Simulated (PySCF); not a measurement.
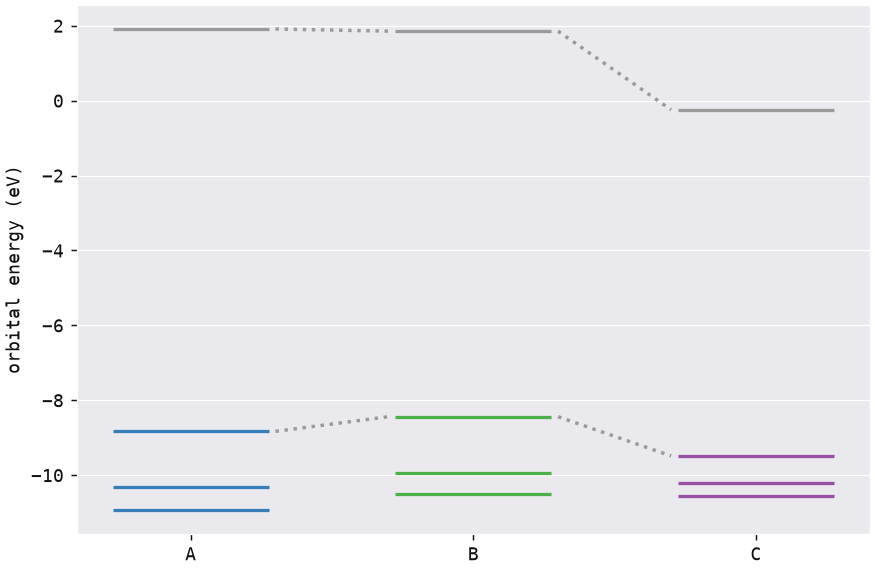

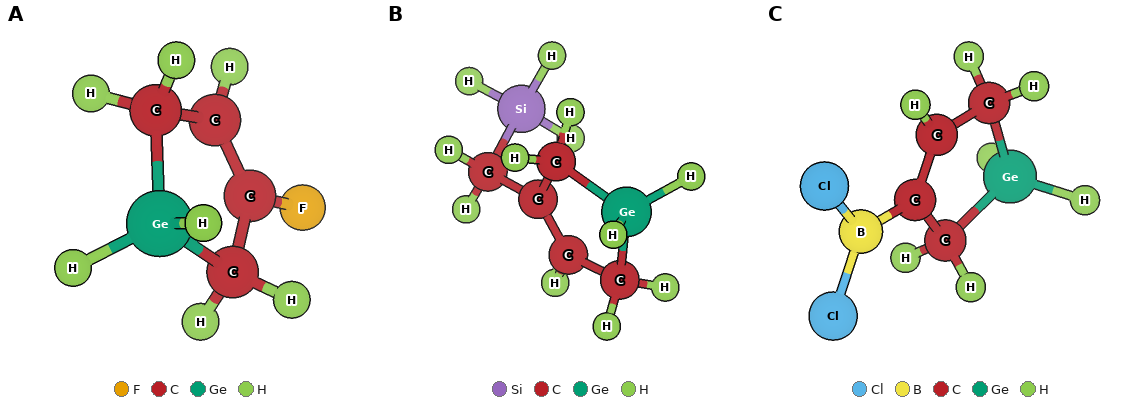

Related molecules: A is C₄H₇FGe, SMILES FC1=C[CH2][GeH2][CH2]1, singlet; B is C₅H₁₂GeSi, SMILES [SiH3]CC1=C[CH2][GeH2][CH2]1, singlet; C is C₄H₇BCl₂Ge, SMILES ClB(Cl)C1=C[CH2][GeH2][CH2]1, singlet. Frontier orbital energies, ωB97X-D/def2-SVPD with PySCF, at a PBE0-D3(BJ)/def2-SVP geometry (no frequency check); drawn are at most three filled levels and, in grey, the LUMO with any level within 0.03 eV of it; dotted lines join the HOMOs and the LUMOs.

### What does the change do to the frontier levels?

From A to B the HOMO rises by 0.39 eV and the LUMO falls by 0.06 eV, so the separation goes from 10.74 to 10.29 eV. From A to C the HOMO falls by 0.66 eV and the LUMO falls by 2.16 eV, so the separation goes from 10.74 to 9.24 eV.

### Does the ΔSCF ionisation energy follow the HOMO?

A: −ε(HOMO) 8.83, ΔSCF 9.08 eV; B: −ε(HOMO) 8.44, ΔSCF 8.43 eV; C: −ε(HOMO) 9.49, ΔSCF 9.49 eV.

Caveats, for all or some of the runs: empty levels above zero depend strongly on the basis; one conformer of a flexible molecule.
